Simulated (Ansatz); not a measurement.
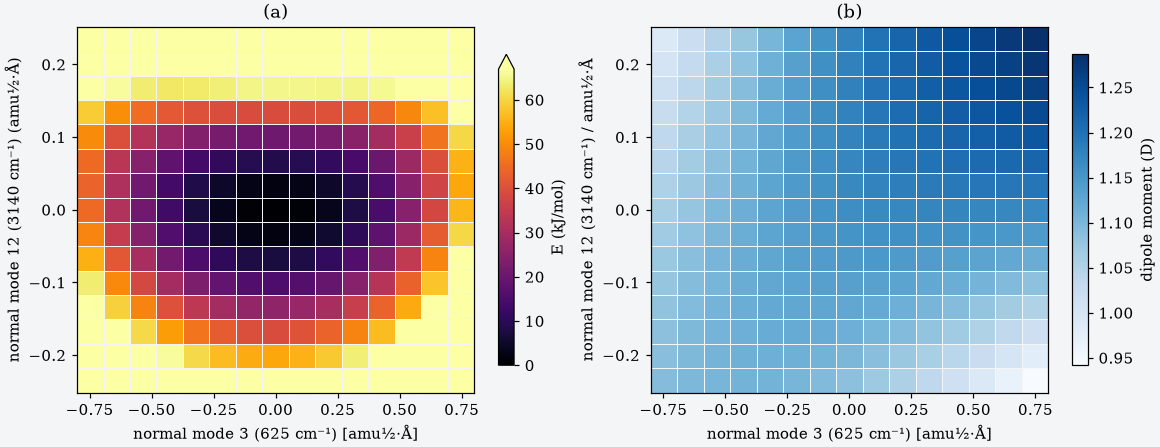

CH₄Si, SMILES C[SiH]. First axis: normal mode 3 (625 cm⁻¹). Second axis: normal mode 12 (3140 cm⁻¹). Nothing is relaxed (straight displacements along the two mass-weighted modes). The scan uses a 15 × 15 grid. Points are written as (first, second). Energies are in kJ/mol, from the lowest grid point. Theory: RKS PBE0-D4/def2-TZVP (Ansatz 0.2.0).

Panel (a) is the energy and panel (b) the computed dipole moment on the same grid.

The picture shows one coloured cell a grid point, one colour for all values above the top of the scale.

> How does the dipole moment vary over the map, and what is it at the lowest grid point?

Leaving out the highest fifth of the energies, it runs from 1.02 D at (−0.747 amu½·Å, 0.168 amu½·Å) to 1.26 D at (0.640 amu½·Å, 0.168 amu½·Å). At the lowest grid point, (0.000 amu½·Å, 0.000 amu½·Å), it is 1.16 D.

| second ↓, first → | −0.747 | −0.640 | −0.534 | −0.427 | −0.320 | −0.213 | −0.107 | 0.000 | 0.107 | 0.213 | 0.320 | 0.427 | 0.534 | 0.640 | 0.747 |
| --- | --- | --- | --- | --- | --- | --- | --- | --- | --- | --- | --- | --- | --- | --- | --- |
| 0.235 | 0.99 | 1.02 | 1.05 | 1.08 | 1.10 | 1.13 | 1.16 | 1.18 | 1.20 | 1.22 | 1.23 | 1.25 | 1.26 | 1.27 | 1.29 |
| 0.201 | 1.00 | 1.03 | 1.06 | 1.08 | 1.11 | 1.14 | 1.16 | 1.18 | 1.20 | 1.21 | 1.23 | 1.24 | 1.25 | 1.27 | 1.28 |
| 0.168 | 1.02 | 1.04 | 1.07 | 1.09 | 1.12 | 1.14 | 1.16 | 1.18 | 1.20 | 1.21 | 1.22 | 1.23 | 1.25 | 1.26 | 1.27 |
| 0.134 | 1.03 | 1.05 | 1.07 | 1.10 | 1.12 | 1.14 | 1.16 | 1.18 | 1.19 | 1.21 | 1.22 | 1.23 | 1.24 | 1.24 | 1.25 |
| 0.101 | 1.04 | 1.06 | 1.08 | 1.10 | 1.12 | 1.14 | 1.16 | 1.18 | 1.19 | 1.20 | 1.21 | 1.22 | 1.22 | 1.23 | 1.24 |
| 0.067 | 1.05 | 1.07 | 1.09 | 1.11 | 1.13 | 1.14 | 1.16 | 1.17 | 1.18 | 1.19 | 1.20 | 1.20 | 1.21 | 1.21 | 1.22 |
| 0.034 | 1.05 | 1.07 | 1.09 | 1.11 | 1.13 | 1.14 | 1.16 | 1.17 | 1.18 | 1.18 | 1.19 | 1.19 | 1.19 | 1.19 | 1.19 |
| 0.000 | 1.06 | 1.08 | 1.10 | 1.11 | 1.13 | 1.14 | 1.15 | 1.16 | 1.17 | 1.17 | 1.17 | 1.17 | 1.17 | 1.17 | 1.17 |
| −0.034 | 1.07 | 1.08 | 1.10 | 1.12 | 1.13 | 1.14 | 1.15 | 1.15 | 1.16 | 1.16 | 1.16 | 1.16 | 1.15 | 1.15 | 1.14 |
| −0.067 | 1.07 | 1.09 | 1.10 | 1.12 | 1.13 | 1.14 | 1.14 | 1.15 | 1.15 | 1.15 | 1.14 | 1.14 | 1.13 | 1.12 | 1.12 |
| −0.101 | 1.08 | 1.09 | 1.10 | 1.12 | 1.12 | 1.13 | 1.13 | 1.14 | 1.13 | 1.13 | 1.12 | 1.12 | 1.11 | 1.10 | 1.08 |
| −0.134 | 1.08 | 1.09 | 1.11 | 1.11 | 1.12 | 1.13 | 1.13 | 1.12 | 1.12 | 1.11 | 1.10 | 1.09 | 1.08 | 1.07 | 1.05 |
| −0.168 | 1.09 | 1.10 | 1.11 | 1.11 | 1.12 | 1.12 | 1.12 | 1.11 | 1.10 | 1.09 | 1.08 | 1.07 | 1.05 | 1.03 | 1.02 |
| −0.201 | 1.09 | 1.10 | 1.11 | 1.11 | 1.11 | 1.11 | 1.11 | 1.10 | 1.09 | 1.08 | 1.06 | 1.04 | 1.02 | 1.00 | 0.98 |
| −0.235 | 1.09 | 1.10 | 1.10 | 1.11 | 1.11 | 1.10 | 1.10 | 1.09 | 1.07 | 1.06 | 1.04 | 1.01 | 0.99 | 0.97 | 0.94 |
